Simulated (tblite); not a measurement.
# Molecular dynamics, with input and output: C5H5O3P (part 2 of 2)

The same run, continued: C5H5O3P, SMILES COC(=O)c1occp1; GFN2-xTB Langevin dynamics, gas phase (tblite 0.8.0). 

Geometry of the input (Å):
```
C  2.9027  0.1281  -0.5571
O  1.4867  0.1684  -0.6360
C  0.8195  -0.1730  0.4856
O  1.3476  -0.5130  1.5128
C  -0.6103  -0.0592  0.2217
O  -1.4967  -0.3713  1.1844
C  -2.7379  -0.2058  0.7525
C  -2.8676  0.2314  -0.5291
P  -1.2872  0.4613  -1.2795
H  3.2302  -0.8126  -0.1097
H  3.2675  0.2175  -1.5770
H  3.2706  0.9560  0.0532
H  -3.5133  -0.4359  1.4633
H  -3.8125  0.4076  -1.0073
```

Trajectory as extended XYZ, continued:
```
14
Properties=species:S:1:pos:R:3:forces:R:3 step=21 time_fs=525.0 energy=-760.50829 temperature=149.5
C     2.6683    0.0425   -1.0421   -0.8327   0.1193  -0.4611
O     1.2985    0.2316   -0.7620   -1.1024   0.2887   0.8154
C     0.8401   -0.4413    0.3242   -0.0879  -0.8578  -0.3222
O     1.5273   -1.2875    0.8466   -0.1009   0.1944   0.5188
C    -0.5879   -0.2043    0.6186    0.3284   0.7070  -1.4905
O    -1.2240   -0.8624    1.5800    0.9590  -0.5861   0.7750
C    -2.5178   -0.7060    1.5430   -0.2066   0.9643  -1.1449
C    -2.9707    0.0784    0.5257   -0.0480   0.3695  -0.6120
P    -1.6450    0.6635   -0.4804    0.3848  -0.3064   0.5229
H     2.8188    0.7266   -1.8502    0.5088   0.3069  -0.4975
H     3.2544    0.2628   -0.1896    0.6964   0.3973   0.8969
H     2.8640   -0.9714   -1.3219    0.0902  -0.7244  -0.3301
H    -3.0953   -1.1417    2.2920   -0.5760  -0.6868   0.9849
H    -3.9860    0.3338    0.2731   -0.0130  -0.1859   0.3446
14
Properties=species:S:1:pos:R:3:forces:R:3 step=22 time_fs=550.0 energy=-760.49912 temperature=140.8
C     2.6131    0.0601   -1.0490   -0.1104   1.1177  -0.7881
O     1.2797    0.2451   -0.6783   -0.9588  -0.7750   0.8007
C     0.8308   -0.5749    0.3381    0.3962   1.1235  -0.0855
O     1.5301   -1.3250    0.9737   -0.3810   0.2184  -0.5010
C    -0.5816   -0.2607    0.5379    0.2845   0.0054  -0.2606
O    -1.2083   -0.8860    1.5341   -0.0874  -0.7196   0.4091
C    -2.5015   -0.6958    1.4688   -1.9277  -1.2679   1.1321
C    -2.9869    0.0858    0.4869    0.2920   0.9970  -0.9973
P    -1.5940    0.6967   -0.4830   -0.4838  -0.1933   0.0878
H     2.7426    0.7093   -1.9235    0.1711   0.0547   0.2145
H     3.2567    0.3616   -0.2406    0.4739  -0.0733   0.2580
H     2.7690   -0.9379   -1.3720    0.3783  -1.0901  -0.0076
H    -3.1774   -1.3101    2.1358    1.1688   0.8299  -0.4575
H    -4.0389    0.3364    0.3040    0.7843  -0.2273   0.1951
14
Properties=species:S:1:pos:R:3:forces:R:3 step=24 time_fs=600.0 energy=-760.48127 temperature=171.5
C     2.6061    0.0783   -1.0100   -0.5933   1.3025  -0.2065
O     1.2272    0.2437   -0.6074    0.3977   0.0690  -0.8233
C     0.8289   -0.4796    0.4442    0.0865   0.1388   0.0506
O     1.6221   -1.0999    1.0916   -0.0767  -0.7014   0.7617
C    -0.6150   -0.2995    0.5930    0.1013  -0.3834  -0.2021
O    -1.3533   -0.9357    1.5133    0.7662  -0.4215   1.1004
C    -2.6183   -0.5675    1.5113    0.0009   0.4812  -1.4043
C    -2.9016    0.2895    0.4869   -1.8443   0.8441  -0.4818
P    -1.5021    0.6696   -0.5135   -0.2479   0.3616   0.1526
H     2.6240    0.5652   -1.9896    0.1116   0.0343   0.0542
H     3.2505    0.6726   -0.3201   -0.2593  -0.8905  -0.3349
H     2.8634   -0.9649   -1.1635    0.1167  -0.0220   0.5660
H    -3.3246   -1.0413    2.1559    0.1169  -0.1079   0.3900
H    -3.9214    0.7291    0.2778    1.3238  -0.7048   0.3774
14
Properties=species:S:1:pos:R:3:forces:R:3 step=25 time_fs=625.0 energy=-760.50451 temperature=163.7
C     2.5872    0.1643   -1.0151   -0.9195  -0.4138  -0.0357
O     1.1907    0.2953   -0.6098    1.7067  -0.0134  -0.7391
C     0.8763   -0.4423    0.4363   -0.8578  -1.3088   1.6096
O     1.6255   -1.0952    1.1446   -0.5974   0.7881  -0.9253
C    -0.6005   -0.3534    0.5702   -0.4701   0.6087   0.1597
O    -1.3451   -0.8650    1.5977   -0.8780   0.7411  -1.2355
C    -2.6436   -0.4612    1.4448    1.2704  -0.2127   0.7545
C    -2.9258    0.4071    0.4511    0.6638  -0.2320  -0.4004
P    -1.4789    0.6959   -0.5254    0.4144  -0.3359   0.3191
H     2.6705    0.5754   -1.9989   -0.1866   0.2795  -0.6382
H     3.2214    0.7429   -0.3650    0.2197  -0.1035   0.4850
H     2.8513   -0.9077   -1.0629    0.0064   0.5017   0.3413
H    -3.3089   -0.7729    2.2181   -0.1388  -0.3089   0.2610
H    -3.8860    0.8214    0.2435   -0.2334   0.0098   0.0438
14
Properties=species:S:1:pos:R:3:forces:R:3 step=26 time_fs=650.0 energy=-760.60720 temperature=218.7
C     2.6057    0.1818   -1.0123   -0.2893  -1.1209  -1.1172
O     1.2432    0.2522   -0.6250    0.0612   0.2903  -0.4777
C     0.8382   -0.4506    0.4486   -0.8590   0.6908  -0.4273
O     1.5465   -1.0866    1.1567    0.8054  -0.7844   0.7120
C    -0.6143   -0.2321    0.5731    1.4792  -0.4641   0.1537
O    -1.2977   -0.7635    1.5939    0.0540   0.3052  -0.1240
C    -2.5584   -0.3628    1.4982   -0.0034  -0.9284   0.7988
C    -2.8814    0.3783    0.4340    0.3803   0.5569  -0.6549
P    -1.4385    0.7279   -0.5571   -0.8786   0.2532  -0.2106
H     2.7254    0.6174   -2.0152   -0.4485  -0.2420   0.1865
H     3.2370    0.7359   -0.3811    0.7013   0.6325   1.1881
H     2.9314   -0.8797   -1.0315   -0.1052   0.4908   0.0446
H    -3.1809   -0.7545    2.2775   -0.2939   0.0289   0.1302
H    -3.8621    0.7267    0.2610   -0.6035   0.2913  -0.2021
14
Properties=species:S:1:pos:R:3:forces:R:3 step=28 time_fs=700.0 energy=-760.60065 temperature=201.6
C     2.6978    0.0550   -0.9159    1.1273   0.6016   1.0492
O     1.3176    0.1328   -0.7071   -0.3304   0.4604  -0.3764
C     0.8551   -0.4699    0.4013    0.4822   0.0109   0.5741
O     1.5357   -1.1780    1.1152   -0.6091   0.4048  -0.3658
C    -0.5301   -0.0612    0.5796   -1.0262   0.0154  -0.4536
O    -1.2483   -0.5813    1.6005    0.3406  -0.0767  -0.3036
C    -2.5372   -0.3161    1.4836    0.3710  -0.0284   0.1153
C    -2.9114    0.4238    0.4137    0.4592   0.2015  -0.3395
P    -1.5031    0.8468   -0.5879    0.3968  -0.6860   0.8864
H     3.0083    0.6604   -1.7634   -0.4107  -0.2217  -0.2284
H     3.2417    0.4854   -0.0298   -0.4175  -0.3205  -0.4379
H     3.0052   -0.9756   -0.9840    0.2061  -0.4102  -0.3014
H    -3.1176   -0.7408    2.2701   -0.4187  -0.0382   0.2467
H    -3.9220    0.7007    0.2099   -0.1706   0.0873  -0.0650
14
Properties=species:S:1:pos:R:3:forces:R:3 step=29 time_fs=725.0 energy=-760.57010 temperature=200.6
C     2.7431   -0.0334   -0.8870    0.7980   1.0709  -0.1154
O     1.3675    0.1882   -0.6742   -0.1687   0.1149   0.1623
C     0.8345   -0.4012    0.4155    0.7357   0.0220  -0.5468
O     1.4761   -1.1213    1.1222    0.4362  -0.5795   0.7679
C    -0.5516   -0.0825    0.5535   -0.6685  -0.4333   0.5558
O    -1.2094   -0.6691    1.5861   -1.2866   1.0114  -0.5176
C    -2.5186   -0.3073    1.5441    0.5714  -0.1895  -0.3498
C    -2.9165    0.4490    0.4676    0.7379  -0.0753   0.5318
P    -1.4916    0.8521   -0.5228   -0.4668   0.1788  -0.3089
H     2.9264    0.5660   -1.7918    0.2165  -0.5355   0.0903
H     3.4017    0.3874   -0.0864   -0.7185  -0.1939  -0.2148
H     3.0190   -1.0807   -0.9783   -0.2696  -0.1036  -0.2125
H    -3.0707   -0.6935    2.3859   -0.1887   0.0535  -0.1873
H    -3.8980    0.8509    0.2421    0.2717  -0.3409   0.3449
14
Properties=species:S:1:pos:R:3:forces:R:3 step=30 time_fs=750.0 energy=-760.37700 temperature=148.8
C     2.7721   -0.1245   -0.8901   -0.7603   0.2084  -0.6995
O     1.4169    0.2943   -0.6190    0.5638  -1.1595   1.5462
C     0.8823   -0.3915    0.4735   -0.0252   0.3988  -0.8671
O     1.5098   -1.0743    1.2367    0.3551   0.0819  -0.1999
C    -0.5521   -0.1990    0.5263   -1.0607   0.3148   0.9009
O    -1.2219   -0.7092    1.6223   -0.6096   0.1418  -0.8183
C    -2.5377   -0.3863    1.6204    0.9555   0.9039  -0.5676
C    -2.8378    0.5288    0.6060   -0.2207  -1.4953   1.0084
P    -1.5277    0.8120   -0.5074    0.7166  -0.2497   0.3815
H     3.0110    0.3507   -1.8306    0.1462   0.1982  -0.2076
H     3.5351    0.0934   -0.1587   -0.2381   0.4597   0.5549
H     2.7749   -1.1925   -1.0286   -0.0210  -0.5702  -0.0784
H    -3.1543   -0.8146    2.4527    0.7769   0.6268  -1.0926
H    -3.8070    0.9114    0.4083   -0.5785   0.1404   0.1390
14
Properties=species:S:1:pos:R:3:forces:R:3 step=31 time_fs=775.0 energy=-760.45883 temperature=135.8
C     2.7449   -0.1025   -0.8594   -0.6667  -1.1335  -0.5562
O     1.3668    0.1997   -0.5365    1.5233  -0.1332  -0.4101
C     0.8933   -0.4524    0.5382    0.5969   0.1440  -0.3599
O     1.5976   -1.0879    1.2815   -0.4815  -0.0943   0.0730
C    -0.5196   -0.1823    0.5758   -1.5888  -0.6971   0.9145
O    -1.2364   -0.7736    1.5763   -0.3265   0.7664   0.4560
C    -2.4831   -0.2936    1.6473    0.9496   0.3557  -1.5897
C    -2.8545    0.5660    0.6326   -0.0308  -0.8674   1.1197
P    -1.5039    0.8006   -0.4537    0.4718   0.6128  -0.5360
H     2.9582    0.4042   -1.7807    0.0825   0.4891  -0.2317
H     3.4839    0.0781   -0.1019   -0.0878   0.6632   0.6140
H     2.8599   -1.1884   -1.0613   -0.3787   0.2770   0.0516
H    -3.0867   -0.6235    2.4360   -0.4826  -0.4792   0.8296
H    -3.8671    0.9513    0.6357    0.4192   0.0965  -0.3749
14
Properties=species:S:1:pos:R:3:forces:R:3 step=32 time_fs=800.0 energy=-760.45086 temperature=163.9
C     2.7717   -0.0682   -0.8417    0.6851  -0.4879  -1.2303
O     1.3924    0.0736   -0.5521    0.2238   0.0630  -0.5999
C     0.8874   -0.5332    0.5414    0.6625   0.1896  -0.0266
O     1.5605   -1.1326    1.3355    0.0396  -0.3177   0.1802
C    -0.5275   -0.2483    0.6147   -0.8629  -0.3258   1.0983
O    -1.2519   -0.7456    1.6647    0.6241  -0.5770   0.2475
C    -2.4987   -0.3098    1.6781    0.3582  -0.0335  -0.4779
C    -2.7764    0.5345    0.6489   -1.4382   0.3896   0.7437
P    -1.3993    0.8350   -0.3788   -0.1036   0.4943  -0.7322
H     3.0473    0.5221   -1.7521   -0.5977  -0.0266   0.9519
H     3.4239    0.1395   -0.0189    0.0852   0.7820   0.7290
H     3.1000   -1.0868   -1.1004   -0.7704  -0.2778  -0.0323
H    -3.2196   -0.6622    2.4147    0.6637   0.0042  -0.1208
H    -3.7769    0.9637    0.6950    0.4306   0.1236  -0.7306
14
Properties=species:S:1:pos:R:3:forces:R:3 step=34 time_fs=850.0 energy=-760.45359 temperature=108.8
C     2.7181   -0.0069   -0.6599    1.4499   0.3691  -0.5425
O     1.3357   -0.0349   -0.5483   -0.5312   0.3532  -0.5167
C     0.8820   -0.6215    0.5803    0.9470   0.2507  -0.4385
O     1.6370   -1.2089    1.3006   -0.0234  -0.5936   0.8363
C    -0.4960   -0.2871    0.7284   -0.2003  -0.5663   0.0986
O    -1.2083   -0.8530    1.7221   -0.0083   0.8553  -0.5666
C    -2.4251   -0.3301    1.7152   -0.7074  -0.2837   0.5568
C    -2.7341    0.5346    0.6967    1.3017  -0.3759   0.4993
P    -1.2988    0.8227   -0.3108   -0.2279  -0.1946   0.2190
H     3.0076    0.6043   -1.5308   -0.4079   0.2926   0.5066
H     3.1750    0.3567    0.2821   -0.1227  -0.0679  -0.4960
H     3.1604   -0.9692   -0.9059   -0.1812  -0.5499   0.3424
H    -2.9577   -0.7152    2.5947   -0.3413   0.4533  -0.7112
H    -3.5867    1.1253    0.5278   -0.9471   0.0577   0.2124
14
Properties=species:S:1:pos:R:3:forces:R:3 step=35 time_fs=875.0 energy=-760.54624 temperature=194.5
C     2.8097    0.0208   -0.7225   -0.3130   0.0537  -0.6974
O     1.3855   -0.0347   -0.5771    0.3080   0.3476  -0.1582
C     0.9267   -0.6138    0.5425    1.7009  -1.3703   1.4232
O     1.6518   -1.2313    1.3243   -0.9985   0.8667  -1.0190
C    -0.4798   -0.3736    0.6926   -1.1589   0.5637   0.4641
O    -1.2470   -0.8249    1.7221    0.7830  -0.7227  -0.2007
C    -2.4797   -0.3516    1.6957    0.1085  -0.2449   0.1242
C    -2.7375    0.5608    0.7288   -0.4422   0.6613  -0.4417
P    -1.2893    0.8016   -0.2643   -0.2850   0.4509  -0.5472
H     3.0476    0.6845   -1.5641   -0.3474   0.2137   0.4404
H     3.2765    0.3260    0.2028    0.0852   0.1700   0.1916
H     3.2058   -0.9354   -1.0252    0.0267  -0.6653   0.1695
H    -3.1074   -0.8374    2.4276   -0.1508   0.3558   0.0011
H    -3.6676    1.1308    0.5631    0.6834  -0.6801   0.2501
14
Properties=species:S:1:pos:R:3:forces:R:3 step=36 time_fs=900.0 energy=-760.52193 temperature=191.9
C     2.8343    0.0217   -0.8036   -1.3299  -0.2071  -0.3672
O     1.4001   -0.0231   -0.5665    0.8870  -0.3661   0.3373
C     0.9890   -0.6420    0.5761   -1.6883   1.1429  -1.0142
O     1.6532   -1.2179    1.3680    1.0736  -0.6875   0.6441
C    -0.4556   -0.3480    0.6904   -1.1242   0.0555   0.3040
O    -1.2527   -0.8679    1.7013    1.6587  -0.1316  -0.5766
C    -2.4541   -0.3584    1.6811    0.5631   0.5200  -0.1094
C    -2.6887    0.5930    0.7510   -0.7068  -0.0157  -0.3348
P    -1.3109    0.8121   -0.3039    0.6628  -0.2176   0.1188
H     2.9615    0.6998   -1.6319    0.0193   0.3026  -0.1476
H     3.3223    0.3668    0.0767    0.4455   0.2666   0.6716
H     3.2146   -0.9479   -1.0931   -0.0131  -0.3918   0.0627
H    -3.0897   -0.5815    2.4864   -0.5796  -0.5879   0.7100
H    -3.6768    1.0135    0.7014    0.1320   0.3176  -0.2987
14
Properties=species:S:1:pos:R:3:forces:R:3 step=38 time_fs=950.0 energy=-760.44479 temperature=140.3
C     2.7735   -0.0206   -0.8538    0.1152   0.6887   0.5064
O     1.3691    0.0314   -0.5936    0.2184  -1.3247   0.7909
C     0.9423   -0.6423    0.5351    0.8092   0.4848   1.6799
O     1.6106   -1.1571    1.4372   -0.4780   0.6649  -2.3647
C    -0.4682   -0.3589    0.7017   -0.6860   0.3435  -0.2104
O    -1.1827   -0.8501    1.7422    0.0022  -0.1584  -0.3205
C    -2.4199   -0.3670    1.7254   -0.0143  -0.3738   1.2574
C    -2.6910    0.5410    0.7811   -1.0969   1.1969  -1.0645
P    -1.3053    0.8255   -0.2574    0.3644  -0.2517  -0.2020
H     2.9828    0.7543   -1.6269   -0.2062  -0.7689   0.4050
H     3.2663    0.2985    0.0960    0.0510  -0.4221  -0.6303
H     3.0997   -1.0385   -1.1507   -0.1913   0.6557   0.1170
H    -3.0875   -0.6346    2.5435    0.3828  -0.2280  -0.2616
H    -3.6555    1.0556    0.6270    0.7296  -0.5070   0.2973
14
Properties=species:S:1:pos:R:3:forces:R:3 step=39 time_fs=975.0 energy=-760.48258 temperature=160.9
C     2.8190   -0.0727   -0.7948    0.1116   1.3944   0.4074
O     1.4453    0.0210   -0.4897   -1.5213   0.2134  -0.1034
C     0.9299   -0.5626    0.6436    0.3467   0.2447  -1.5046
O     1.6546   -1.1677    1.3666    0.1905  -0.6781   1.2174
C    -0.5225   -0.3318    0.7170    1.0750  -0.2644   0.6124
O    -1.2183   -0.9016    1.7319    0.4115   0.1896  -0.1092
C    -2.4462   -0.4121    1.7897    0.0658   0.2361  -0.9704
C    -2.7565    0.5042    0.8420    1.4643   0.0415  -0.8889
P    -1.3289    0.8344   -0.2280   -0.9828  -0.0237   0.4538
H     2.9848    0.7902   -1.4968   -0.0189  -1.1028   0.2555
H     3.3825    0.1786    0.1216    0.0781  -0.4827  -0.2520
H     3.0699   -1.0572   -1.1884    0.0995   0.2087  -0.0272
H    -3.0937   -0.8577    2.4925   -0.4155  -0.2625   0.6570
H    -3.6668    0.9771    0.6238   -0.9047   0.2857   0.2523
14
Properties=species:S:1:pos:R:3:forces:R:3 step=40 time_fs=1000.0 energy=-760.47779 temperature=187.7
C     2.7976   -0.0375   -0.6724   -0.5179  -1.3440   1.5582
O     1.4065    0.0721   -0.4718   -0.4664  -0.2016  -0.1700
C     0.9556   -0.6048    0.6011   -1.5908   1.2679  -0.3064
O     1.6150   -1.2344    1.3691    0.4424  -0.5319   0.2450
C    -0.4935   -0.2801    0.7520    0.4016  -0.4052  -0.2463
O    -1.1726   -0.9208    1.7189   -0.0179  -0.0518   0.0410
C    -2.4141   -0.5083    1.7569   -1.7161  -0.0785   1.7526
C    -2.8134    0.4631    0.8890    0.1133   0.0972   0.0047
P    -1.4601    0.8389   -0.1501    0.7877   0.4296  -0.6322
H     3.1088    0.6943   -1.3264    0.5086   1.4451  -1.4869
H     3.2197    0.1220    0.3129    0.6896  -0.0704   0.2142
H     3.0331   -1.0437   -1.0127    0.1911  -0.0733  -0.1233
H    -3.0487   -0.8851    2.6025    0.7941   0.1303  -0.9418
H    -3.7582    1.0063    0.8564    0.3808  -0.6133   0.0912
```

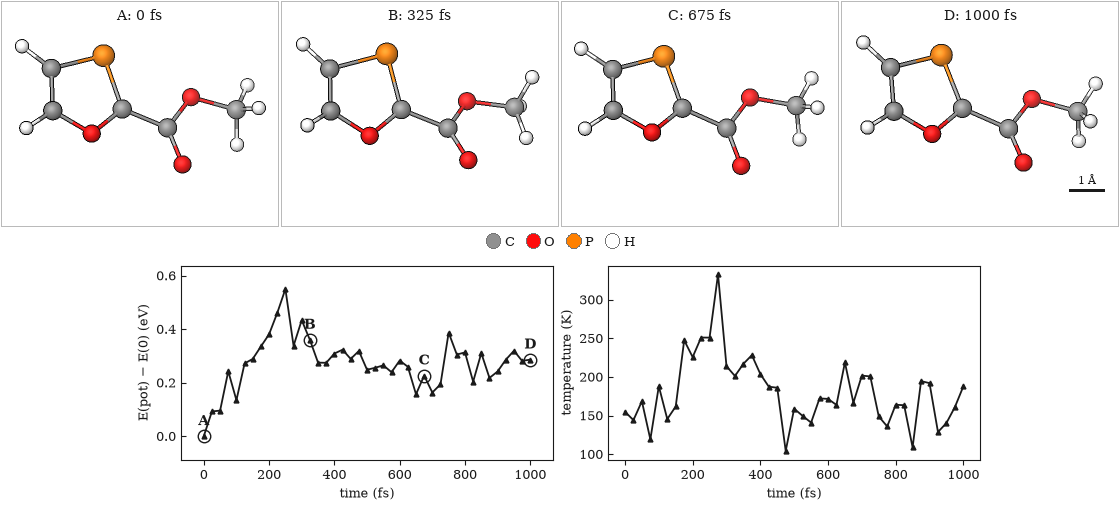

Fig. 1: Frames of the molecular dynamics (ball-and-stick, seen at a tilt) above the curves, on which the letters mark them. The trajectory kept here has 41 frames over 1000 fs. The temperature starts at 155 K, ranges from 104 to 333 K and averages 165 K over the second half. The potential energy ends 0.286 eV above its first value. After an unweighted best fit of the last frame on the first, the root-mean-square displacement is 0.88 Å, and H11 has moved furthest (1.88 Å).

Summary:

```csv
quantity,value
outcome,finished
mean temperature over the second half,165 K
trajectory,"41 frames kept, 1000 fs"
hardware,"1 CPU thread, shared host"
wall time,21 s
peak memory,0.18 GiB
```
